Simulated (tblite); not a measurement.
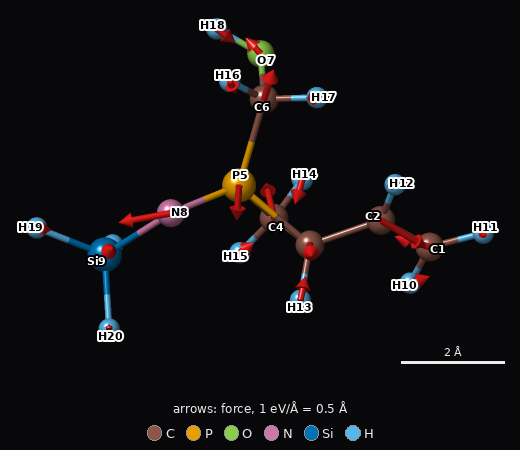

Starting geometry of C5H12NOPSi with the computed forces as red arrows. Style: ball-and-stick. Shown at a tilt.

Theory: GFN2-xTB geometry optimisation, gas phase (tblite 0.8.0). 

### Is this structure relaxed? If not, where do the atoms go?

It isn't relaxed: the largest force vector, on a C atom, is 2.37 eV/Å. The final displacements have little in common with the starting forces (cosine between the two patterns 0.13). After 188 geometry steps the energy has fallen by 20.4 kcal/mol. The largest move after the best rigid fit is that of an H atom, 2.11 Å. By element the largest moves are H 2.11 Å, C 0.88 Å, N 0.86 Å, O 0.80 Å, P 0.44 Å, Si 0.27 Å. Among the contacts that change: C–C 1.515 → 1.565 Å, C–H 1.120 → 1.081 Å, H–Si 1.496 → 1.459 Å, N–Si 1.762 → 1.727 Å. Bond angles that change, for instance: C–P–N 119.4° → 130.8°, C–C–C 116.2° → 126.7°, C–C–H 124.2° → 114.1°. Groups turn about C–C by about 85°, C–P by about 80°, C–O by about 60°.
